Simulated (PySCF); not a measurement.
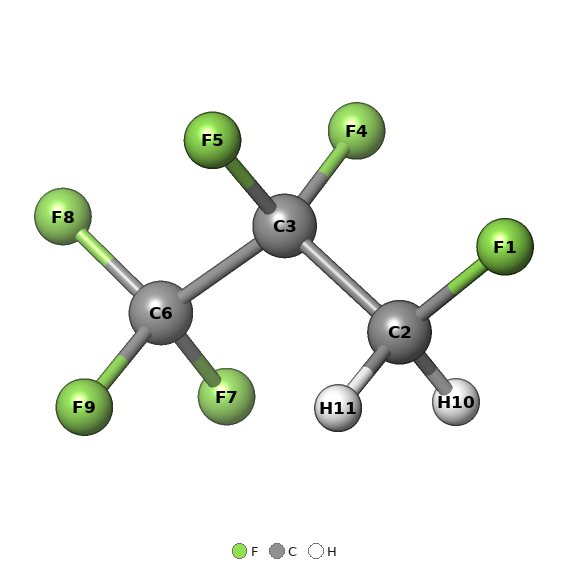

Computed geometry: PBE0-D3(BJ)/def2-SVP optimisation. No frequency run is at hand to confirm it as a minimum. Properties computed with B3LYP/pcJ-1 indirect spin-spin coupling, non-relativistic, gas phase (PySCF 2.14.0). Isotopes: 13C, 19F, 1H.

Give the spin–spin coupling constants of these pairs, with the number of bonds between them: F1/C2, C3/F4, F1/H10, C2/F4, F4/F5, F8/F9, F1/F5, F1/C6, C2/F9, C2/F8, F4/F7, F5/H10, F5/F8.

```json
{"pair": "F1, C2", "bonds apart": "1", "J (Hz)": "−258.1"}
{"pair": "C3, F4", "bonds apart": "1", "J (Hz)": "−314.0"}
{"pair": "F1, H10", "bonds apart": "2", "J (Hz)": "53.2"}
{"pair": "C2, F4", "bonds apart": "2", "J (Hz)": "21.0"}
{"pair": "F4, F5", "bonds apart": "2", "J (Hz)": "237.9"}
{"pair": "F8, F9", "bonds apart": "2", "J (Hz)": "62.2"}
{"pair": "F1, F5", "bonds apart": "3", "J (Hz)": "−15.5"}
{"pair": "F1, C6", "bonds apart": "3", "J (Hz)": "3.7"}
{"pair": "C2, F9", "bonds apart": "3", "J (Hz)": "−1.0"}
{"pair": "C2, F8", "bonds apart": "3", "J (Hz)": "2.5"}
{"pair": "F4, F7", "bonds apart": "3", "J (Hz)": "−14.4"}
{"pair": "F5, H10", "bonds apart": "3", "J (Hz)": "28.5"}
{"pair": "F5, F8", "bonds apart": "3", "J (Hz)": "−19.9"}
```

Density functionals are unreliable for couplings to fluorine, so those rows may be far off.
